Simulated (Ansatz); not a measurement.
# Run report: CF3 (charge +1), geometry relaxation

- system: CF3, charge +1
- method: RKS PBE0-D4/def2-TZVPP (Ansatz 0.2.0)

Figures and captions count atoms from 1; the log counts them from 0 in places.

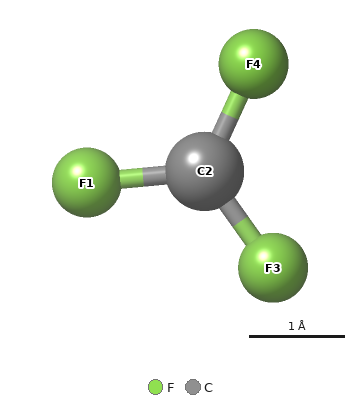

Fig. 1: The input geometry (ball-and-stick view, seen on its broad side; atoms are numbered from 1 in the order of the input). Bond lengths as drawn: C–F 1.24 Å.

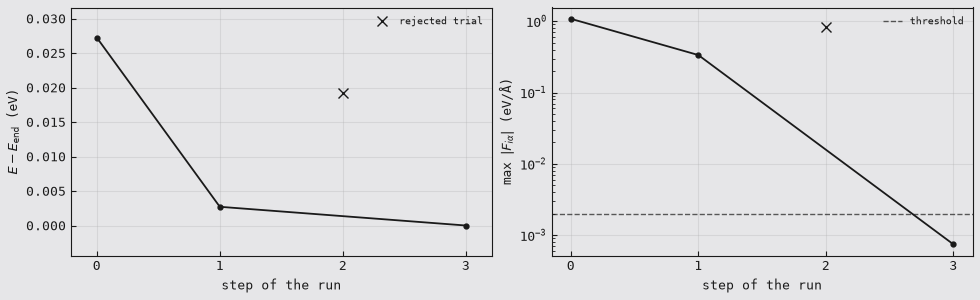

Fig. 2: Progress of the relaxation, step by step (the first geometry is step 0 here and step 1 in the log).

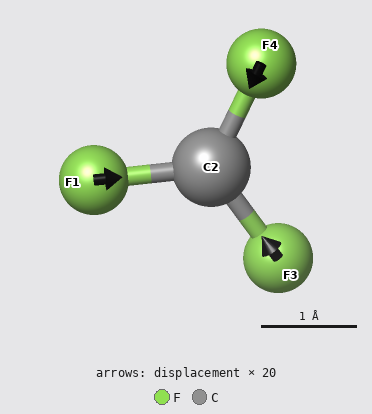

Fig. 3: The starting structure with the displacements as black arrows, magnified 20 times (ball-and-stick view, seen at a tilt). The two geometries are laid on each other by the best rigid fit. After 3 geometry steps the energy has fallen by 0.027 eV. The largest force component goes from 1.1 to 0.00075 eV/Å. The line search rejected the trial step at point 2 (counted from 0) and went back. The largest moves after the best rigid fit, 0.015 Å, are those of F1, F3 and F4. Largest moves by element: F 0.015 Å, C 0.001 Å. Distances before and after: C2–F3 1.245 → 1.230 Å. (Atoms are counted from 1 in the order of the input.)

The input that produced these results follows, with the program's output.

Input file
```yaml
crystal:
  periodic: [false, false, false]
  atoms:
    - { symbol: F, position_ang: [-0.64941708, 1.05552319, -0.12191623] }
    - { symbol: C, position_ang: [-0.01014141, -0.00833698, -0.02472636] }
    - { symbol: F, position_ang: [-0.52965007, -0.99904691, 0.52164747] }
    - { symbol: F, position_ang: [1.14762856, -0.0823393, -0.47640488] }
total_charge: 1
basis:
  gaussian: { orbitals: def2-TZVPP }
hamiltonian:
  xc: pbe0
  dispersion: d4
relax:
  f_tol: 0.002
  max_steps: 150
```

Launched with:
```bash
ansatz run input.yaml --threads 2 --pin off --max-ram 5120MiB --backend cpu --events-out ev --progress --plain --runs-dir out
```

The program's output
```
The last accepted step is kept in [file] (removed where the run ends without a failure and the disk answers)
Engine: ansatz 0.2.0, x86_64-unknown-linux-gnu
Functional definition: PBE0
  parameter a = 0.25
  parameter kappa = 0.804
  parameter beta = 0.06672455060314922
  exchange = (1 - a)*pbe_x(kappa = kappa, mu = beta*pi^2/3) + a*exact_x
  correlation = pbe_c(beta = beta)
648 factors; their error is unknown
mean field evaluation 1: about -9166.4349 eV, gradient 6.8e1 eV
mean field evaluation 2: about -9160.1466 eV, gradient 9.7e1 eV
mean field evaluation 4: about -9171.8771 eV, gradient 8.0e-1 eV
mean field evaluation 8: about -9171.9176 eV, gradient 2.9e-1 eV
mean field evaluation 16: about -9171.9176 eV, gradient 7.8e-6 eV
mean field -9171.91764074 eV, -337.0617563480 hartree, gradient 7.8e-6 eV, S^2 0.000000; 0 other end points of the search recorded, 0 dependent functions left out
the calculation of the forces begins
reference -9171.91765290 eV, -337.0617567948 hartree; 16, 16 occupied and 108, 108 virtual orbitals, 648 factors
relax step   1: F+E_penalty+E_count = -9171.94220237 eV  Δ(F+E_penalty+E_count) = +0.000e0 eV  max|allowed force component| = 1.082e0 eV/Å  Δτ_max = 0.0000 Å  (26 SCF iters, accepted)
these checks for a lower state are left out or cut short: starts, cluster_reference, orbital_swaps, neighbouring_geometries, increment
648 factors; their error is unknown
mean field -9171.94215393 eV, -337.0626571911 hartree, gradient 1.1e-5 eV, S^2 0.000000; 0 other end points of the search recorded, 0 dependent functions left out
the calculation of the forces begins
reference -9171.94216604 eV, -337.0626576362 hartree; 16, 16 occupied and 108, 108 virtual orbitals, 648 factors
relax step   2: F+E_penalty+E_count = -9171.96673833 eV  Δ(F+E_penalty+E_count) = -2.454e-2 eV  max|allowed force component| = 3.356e-1 eV/Å  Δτ_max = 0.0112 Å  (29 SCF iters, accepted)
these checks for a lower state are left out or cut short: starts, cluster_reference, orbital_swaps, neighbouring_geometries, increment
648 factors; their error is unknown
mean field evaluation 32: about -9171.9256 eV, gradient 1.1e-5 eV
mean field -9171.92561891 eV, -337.0620495404 hartree, gradient 1.1e-5 eV, S^2 0.000000; 0 other end points of the search recorded, 0 dependent functions left out
the calculation of the forces begins
reference -9171.92563099 eV, -337.0620499846 hartree; 16, 16 occupied and 108, 108 virtual orbitals, 648 factors
relax step   3: F+E_penalty+E_count = -9171.95021764 eV  Δ(F+E_penalty+E_count) = +1.652e-2 eV  max|allowed force component| = 8.211e-1 eV/Å  Δτ_max = 0.0343 Å  (29 SCF iters, rejected (line search))
these checks for a lower state are left out or cut short: starts, cluster_reference, orbital_swaps, neighbouring_geometries, increment
648 factors; their error is unknown
mean field -9171.94485982 eV, -337.0627566310 hartree, gradient 1.1e-5 eV, S^2 0.000000; 0 other end points of the search recorded, 0 dependent functions left out
the calculation of the forces begins
reference -9171.94487192 eV, -337.0627570755 hartree; 16, 16 occupied and 108, 108 virtual orbitals, 648 factors
relax step   4: F+E_penalty+E_count = -9171.96945281 eV  Δ(F+E_penalty+E_count) = -2.714e-3 eV  max|allowed force component| = 7.454e-4 eV/Å  Δτ_max = 0.0049 Å  (29 SCF iters, accepted)
648 factors; their error is unknown
mean field evaluation 64: about -9171.9449 eV, gradient 1.1e-5 eV
mean field -9171.94485982 eV, -337.0627566310 hartree, gradient 1.1e-5 eV, S^2 0.000000; 1 other end points of the search recorded, 0 dependent functions left out
the calculation of the forces begins
reference -9171.94487192 eV, -337.0627570755 hartree; 16, 16 occupied and 108, 108 virtual orbitals, 648 factors
Total energy: -9171.96946490 eV, -337.0636608510 hartree
Atom 0 at    -0.641477     1.042520    -0.120517 Å, force     0.000036    -0.000308    -0.000223 eV/Å
Atom 1 at    -0.010405    -0.008558    -0.025373 Å, force     0.000391     0.000097     0.000745 eV/Å
Atom 2 at    -0.523187    -0.986805     0.515141 Å, force     0.000012     0.000229    -0.000395 eV/Å
Atom 3 at     1.133490    -0.081357    -0.470652 Å, force    -0.000439    -0.000017    -0.000127 eV/Å
Dipole moment:    -0.000010    -0.000008    -0.000024 e Å
```

Trajectory as extended XYZ (Å, eV, eV/Å), 4 frames, from step=1 to step=4
```
4
Properties=species:S:1:pos:R:3:forces:R:3 step=1 energy=-9171.94220
F    -0.6494    1.0555   -0.1219    0.6013  -0.9944   0.0972
C    -0.0101   -0.0083   -0.0247   -0.0085  -0.0072  -0.0209
F    -0.5296   -0.9990    0.5216    0.4890   0.9301  -0.5055
F     1.1476   -0.0823   -0.4764   -1.0819   0.0715   0.4292
4
Properties=species:S:1:pos:R:3:forces:R:3 step=2 energy=-9171.96674
F    -0.6431    1.0467   -0.1194    0.1553  -0.3064  -0.0205
C    -0.0122   -0.0100   -0.0297    0.0578   0.0471   0.1404
F    -0.5244   -0.9897    0.5185    0.1225   0.2549  -0.1963
F     1.1381   -0.0811   -0.4708   -0.3356   0.0045   0.0764
4
Properties=species:S:1:pos:R:3:forces:R:3 step=3 energy=-9171.95022 accepted=F
F    -0.6435    1.0371   -0.1289    0.0018   0.2765   0.2570
C     0.0003    0.0002    0.0006   -0.3372  -0.2769  -0.8211
F    -0.5255   -0.9874    0.5052    0.0225  -0.0792   0.3684
F     1.1272   -0.0841   -0.4782    0.3129   0.0796   0.1956
4
Properties=species:S:1:pos:R:3:forces:R:3 step=4 energy=-9171.96945
F    -0.6415    1.0425   -0.1205    0.0000  -0.0003  -0.0002
C    -0.0104   -0.0086   -0.0254    0.0004   0.0001   0.0007
F    -0.5232   -0.9868    0.5151    0.0000   0.0002  -0.0004
F     1.1335   -0.0814   -0.4707   -0.0004   0.0000  -0.0001
```

Summary

- outcome: converged
- total energy: −9171.9695 eV
- mean-field energy: −9171.9449 eV
- SCF solution under orbital rotations: stable
- largest force (length of the vector) at the end: 0.001 eV/Å
- hardware: 2 threads of Oxide Virtual Turin-like (Zen 5), 32 GiB of memory available, shared host
- wall time: 5 s (CPU time 8.9 s)
- peak memory: 0.19 GiB
